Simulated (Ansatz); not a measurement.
BH₃O₂···H₄OSi

The calculation's input:

```
crystal:
  periodic: [false, false, false]
  atoms:
    - {symbol: B, position_ang: [1.733111, 0.119477, -0.174194]}
    - {symbol: H, position_ang: [1.905521, 0.821758, -1.128946]}
    - {symbol: O, position_ang: [1.903738, 0.561234, 1.103173]}
    - {symbol: O, position_ang: [1.413066, -1.184005, -0.381977]}
    - {symbol: H, position_ang: [-1.029210, 1.208098, -1.374129]}
    - {symbol: O, position_ang: [-1.001690, 0.999725, -0.439609]}
    - {symbol: Si, position_ang: [-1.886963, -0.299090, 0.069423]}
    - {symbol: H, position_ang: [2.093286, 1.499089, 1.153466]}
    - {symbol: H, position_ang: [1.321187, -1.665793, 0.446381]}
    - {symbol: H, position_ang: [-1.890917, -1.385350, -0.945018]}
    - {symbol: H, position_ang: [-1.265097, -0.768935, 1.329506]}
    - {symbol: H, position_ang: [-3.296130, 0.093993, 0.341725]}
basis:
  gaussian: {orbitals: def2-TZVPP}
hamiltonian: {xc: pbe0, dispersion: d4}
output: {orbitals: {seedname: orbitals}}
```

Command:

```sh
ansatz run in.yaml --threads 8 --pin off --events-out ev --progress --plain --max-ram 19148MiB
```

The reactant side of a reaction path; geometry: PBE0-D4/def2-TZVP; a saddle point, not a minimum.

Computed with Ansatz 0.2.0, RKS PBE0-D4/def2-TZVPP.

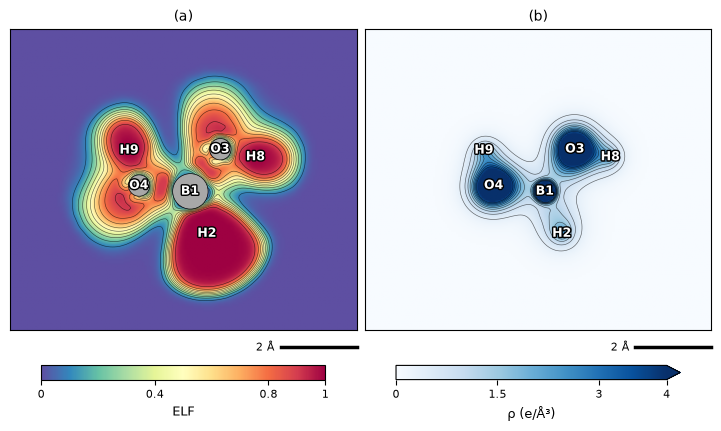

Figure 1. (a) electron localisation function; (b) electron density on the plane of atoms B1, O4 and H9. Grey discs cover the atomic cores in the ELF map.

**What does the map show?**

- The plane passes through B, H and O nuclei.
- B–O (1.36 Å): the density is about 2.1 e/Å³ at the midpoint; the ELF peaks at about 0.90 between the atoms, as expected for a polar covalent bond.
- O–H (0.96 Å): ρ is about 3.9 e/Å³ halfway; the ELF climbs to about 1 towards the hydrogen, as it does in any bond to H: a covalent bond by its length.
- B–H (1.20 Å): ρ is about 1.3 e/Å³ halfway; the ELF climbs to about 1 towards the hydrogen: an ordinary covalent bond to hydrogen.
- The ELF also peaks beside O4 and O3, away from the bonds: lone-pair regions.

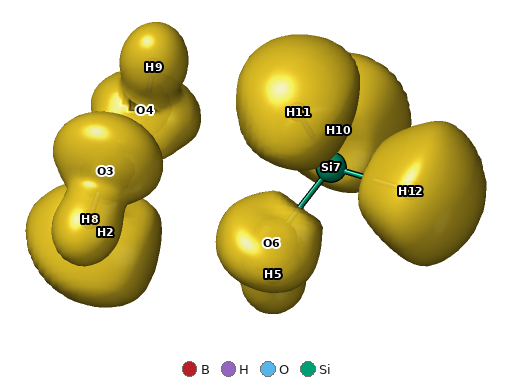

Figure 2. Isosurface of the electron localisation function at 0.75 (yellow), seen across its widest extent. Core shells and regions of very low density are left out.

**Identify the bonds, lone pairs and shells in this picture.**

The surface consists of four regions around hydrogen nuclei and three joined regions spread over several atoms (H, O), in which their bonds and any lone pairs are merged.


B1···O6 (2.89 Å): the ELF dips to about 0.05 between them.

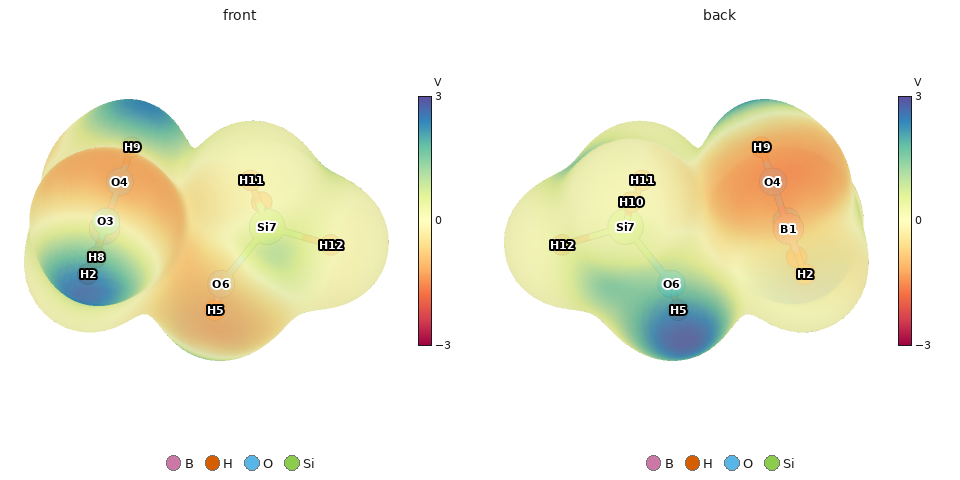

Figure 3. The electrostatic potential painted on the density surface at 0.002 e/bohr³, seen from the front and from behind; the colour scale runs from red (negative) to blue (positive).

**Which sites attract a positive test charge, and which a negative one?**

A positive charge is drawn to the negative regions and a negative charge to the positive ones. The most negative region (about −1.4 V, or −32 kcal/mol for a unit charge) lies over O4, the most positive (about +2.7 V, or +62 kcal/mol for a unit charge) over H5 and H8. O4 is the likeliest acceptor of a hydrogen bond.
